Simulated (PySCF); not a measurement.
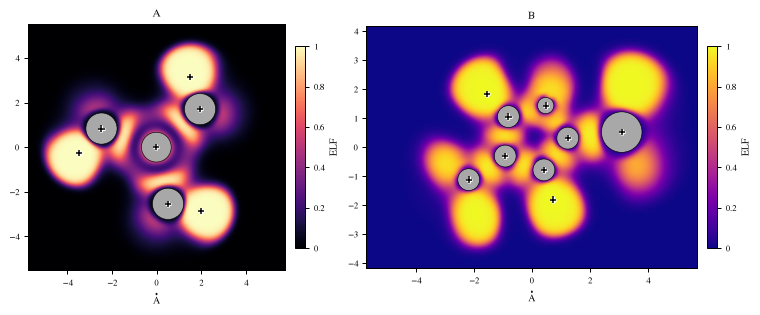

The electron localisation function of 2 systems, each on a plane through atoms (crosses mark nuclei in the plane; grey discs cover the cores).

All numbers below come from CAM-B3LYP/def2-SVPD, SCF density, gas phase, scalar-relativistic core potentials on the heavy atoms (PySCF 2.14.0).

System 1: C₅H₉NOSi, the plane of atoms C3, C8 and H17. Geometry: GFN2-xTB.

| atom | x (Å) | y (Å) | z (Å) |
| --- | --- | --- | --- |
| N | -3.0434 | 0.3937 | 0.3408 |
| C | -2.1607 | -0.7635 | 0.4423 |
| C | -0.7298 | -0.4653 | 0.1084 |
| C | -0.1736 | -0.3514 | -1.1348 |
| O | 1.1199 | -0.0114 | -1.0542 |
| C | 1.4338 | 0.1082 | 0.2599 |
| Si | 3.1918 | 0.5827 | 0.6957 |
| C | 0.3201 | -0.1584 | 1.0098 |
| H | -2.7176 | 1.1330 | 0.9555 |
| H | -3.0295 | 0.7576 | -0.6068 |
| H | -2.5482 | -1.5309 | -0.2338 |
| H | -2.2259 | -1.1382 | 1.4670 |
| H | -0.5878 | -0.4973 | -2.1137 |
| H | 3.6014 | -0.2111 | 1.8553 |
| H | 3.2501 | 2.0079 | 1.0352 |
| H | 4.0304 | 0.3024 | -0.4670 |
| H | 0.2622 | -0.1459 | 2.0799 |

System 2: H₉InSi₃ (In(SiH3)3), the plane of atoms Si6, In1 and Si10. Geometry: PBE0-D3(BJ)/def2-SVP; core potentials replace the inner electrons of In.

```xyz
13

In   -0.0009   -0.0124    0.0125
Si    2.5926    0.0130   -0.0279
H     3.1791    1.3884    0.0446
H     3.0894   -0.6266   -1.2899
H     3.1446   -0.7810    1.1176
Si   -1.2976    2.2360    0.0182
H    -0.8098    3.1230    1.1235
H    -2.7784    2.0816    0.1724
H    -1.0475    2.9582   -1.2721
Si   -1.2895   -2.2644    0.0249
H    -0.4040   -3.4688   -0.0520
H    -2.2443   -2.3237   -1.1292
H    -2.1030   -2.3752    1.2796
```

Q: Which map belongs to which system?

A: Panel A is system 2, H₉InSi₃: the plane holds In, Si and H. In–Si (2.59 Å): the ELF peaks at about 0.95 between the atoms; a shared electron pair. Panel B is system 1, C₅H₉NOSi: the plane holds C, O, Si and H. C–O (1.34 Å): the ELF peaks at about 0.90 between the atoms: a shared but strongly polarised pair.
